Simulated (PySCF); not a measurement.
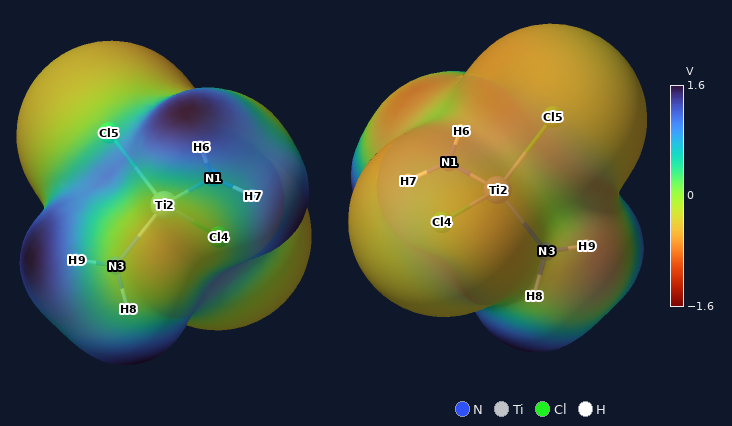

Figure 1: Cl2H4N2Ti, SMILES `N[Ti](N)(Cl)Cl`. Electrostatic potential on the surface of electron density 0.001 a.u. (back view left, front view right).

Method: ωB97X/def2-TZVP; geometry: GFN2-xTB; program: PySCF. This is a single-reference result, which may miss multireference character in this system. No frequency check shows the geometry to be a minimum. GFN2-xTB bond lengths at metals and heavier atoms can be off by up to 0.1 Å and shapes distorted, which carries into these values.

Geometry (Å), atoms numbered from 1:

```
N1      -0.0013   -1.3272   -1.5177
Ti2      0.0001   -0.2947    0.0001
N3       0.0017   -1.3276    1.5175
Cl4     -1.7587    0.9409    0.0009
Cl5      1.7584    0.9414   -0.0006
H6       0.8265   -1.7330   -1.9561
H7      -0.8299   -1.7300   -1.9575
H8      -0.8260   -1.7337    1.9559
H9       0.8303   -1.7368    1.9512
```

Q: Where are the extremes of the potential on the surface?

A: Highest: 1.60 V, 1.2 Å from H9, and at like points elsewhere. Further maxima include −0.14 V, off the Ti2–N3 bond (2.3 to 2.4 Å from its atoms). Lowest: −0.75 V, over N3, off the plane of its three bonds (2.1 Å). Further minima include −0.65 V, 2.1 Å from Cl5; −0.44 V, over N3, off the plane of its three bonds (2.2 Å). The surface is sampled at points, so like sites can differ by a few per cent and only the strongest of them is named.

Q: What volume does the surface enclose, and what is the dipole moment?

A: About 141 Å³; the dipole moment is 3.7 D.
